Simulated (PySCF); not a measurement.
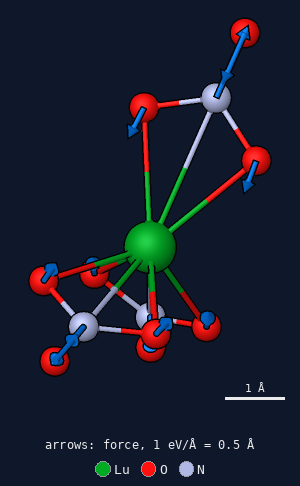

Starting geometry of LuN₃O₉ with the computed forces as blue arrows. A ball-and-stick model, seen from a free direction.

All numbers below come from RKS r2SCAN, Lu lcecp-1-SVP with ECP60, O def2-SVP, N def2-SVP; non-relativistic Hamiltonian with scalar-relativistic core potentials; density fitting in PySCF 2.14.0. Settings: symmetry kept (D3h).

> What follows when this structure is relaxed?

It isn't relaxed: the largest force vector, on N atoms, is 2.77 eV/Å. The final displacements follow the starting forces only in part (cosine between the two patterns 0.32). The largest moves after the best rigid fit, 0.14 Å, are those of O atoms. By element the largest moves are O 0.14 Å, N 0.11 Å. Lu stays in place. Some distances before and after: Lu–O 2.385 → 2.260 Å, Lu–N 2.806 → 2.697 Å, N–O 1.220 → 1.186 Å, N–O 1.276 → 1.294 Å. Among the angles between lasting bonds that change: O–N–O 115.6° → 113.2°. After 5 geometry steps the energy has fallen by 11.4 kcal/mol. Largest force component: 2.8 eV/Å at the start, 0.0038 eV/Å at the end.
